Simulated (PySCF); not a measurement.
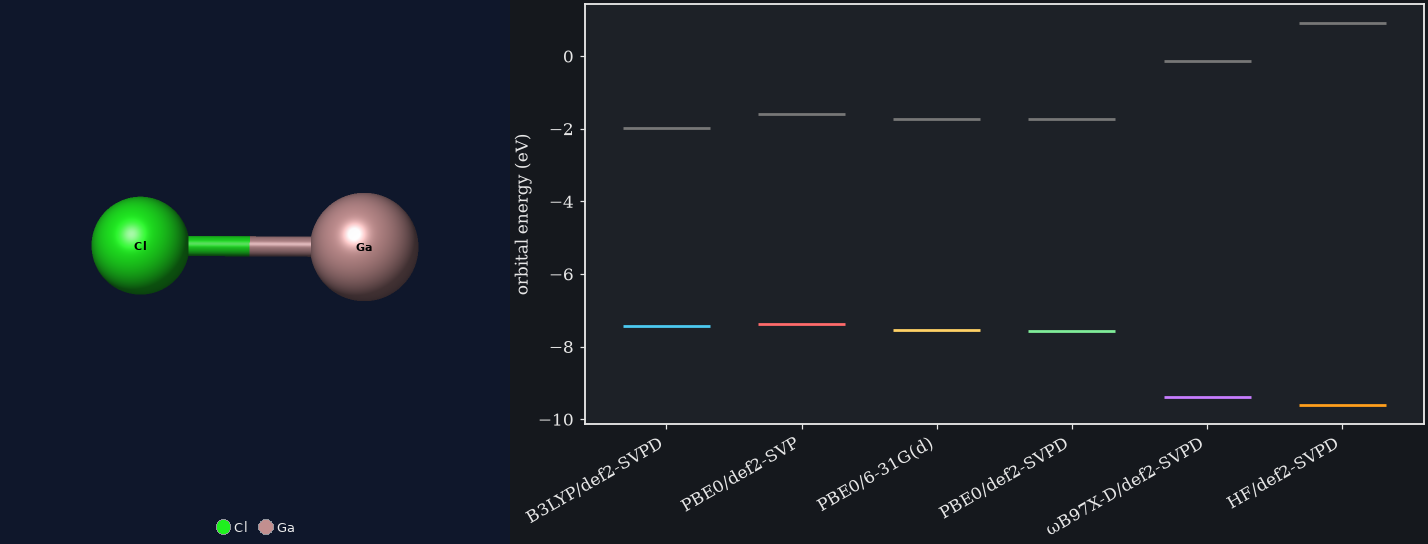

Frontier orbital energies of GaCl, singlet at one geometry, PySCF, at a PBE0-D3(BJ)/def2-SVP geometry (no frequency check). Empty levels are grey, levels within 0.1 eV stand side by side; all columns show the same few orbitals around the gap.

**How do the frontier levels move from column to column?**

The separation grows from 5.48 eV (B3LYP/def2-SVPD) to 10.51 eV (HF/def2-SVPD).

| level | HOMO (eV) | LUMO (eV) | separation (eV) |
| --- | --- | --- | --- |
| B3LYP/def2-SVPD | −7.45 | −1.97 | 5.48 |
| PBE0/def2-SVP | −7.39 | −1.58 | 5.80 |
| PBE0/6-31G(d) | −7.55 | −1.74 | 5.81 |
| PBE0/def2-SVPD | −7.59 | −1.74 | 5.84 |
| ωB97X-D/def2-SVPD | −9.38 | −0.13 | 9.25 |
| HF/def2-SVPD | −9.61 | 0.90 | 10.51 |

Limits of at least one run: empty levels above zero depend strongly on the basis.
